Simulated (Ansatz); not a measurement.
## SiF3 (trifluorosilyl): the energy, rung by rung

The species is SiF3 (4 atoms), meant as a doublet with charge 0. SMILES: `F[Si](F)F`. Geometry: relaxed at PBE0-D4/def2-TZVP.

```xyz
4

F     0.7849   -0.5070    1.1517
Si   -0.2828    0.2131    0.2343
F    -0.9943   -0.8922   -0.6443
F     0.4922    1.1862   -0.7416
```

Quantity: the energy change with the F1–Si2 bond stretched from 1.581 to 3.162 Å, in eV. The values are calculated.

| level | kind | program | value (eV) | less FCI/STO-3G | CPU time (all runs) |
| --- | --- | --- | --- | --- | --- |
| UHF/STO-3G | Hartree–Fock | Ansatz | 1.75 | -0.06 | 1.6 s |
| UBLYP/STO-3G | GGA | Ansatz | 3.08 | +1.27 | 6.8 s |
| UPBE/STO-3G | GGA | Ansatz | 3.20 | +1.39 | 6.2 s |
| U-r2SCAN/STO-3G | meta-GGA | Ansatz | 3.08 | +1.27 | 19 s |
| U-r2SCAN0/STO-3G | hybrid meta-GGA | Ansatz | 2.90 | +1.09 | 23 s |
| U-wB97X/STO-3G | range-separated hybrid | Ansatz | 2.93 | +1.12 | 51 s |
| UB2PLYP/STO-3G | double hybrid | Ansatz | 2.49 | +0.68 | 10 s |
| RPA@PBE/STO-3G | RPA | Ansatz | 1.43 | -0.38 | 7.9 s |
| UCCSD/STO-3G | coupled cluster or CI | Ansatz | 1.86 | +0.05 | 3.3 s |
| FCI/STO-3G | exact in the basis | Ansatz | 1.81 | 0.00 | 21 s |

FCI/STO-3G is exact within its basis and frozen core, so for wave-function methods in that basis the difference is their error; functionals converge differently with the basis, so for them it is only a difference. The first shape isn't each level's own minimum. The values span 1.43 to 3.20 eV. All rows use very small basis sets, so even the best lies far from the true value. Times are those of the runs behind each value, whatever else they computed, on shared processors of several kinds: orders of magnitude only.

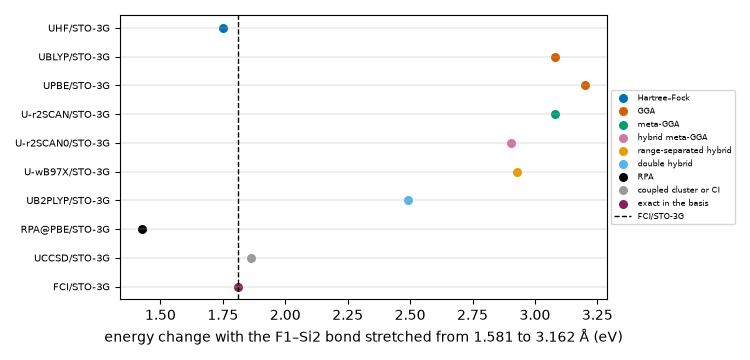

The values of the table, level by level.
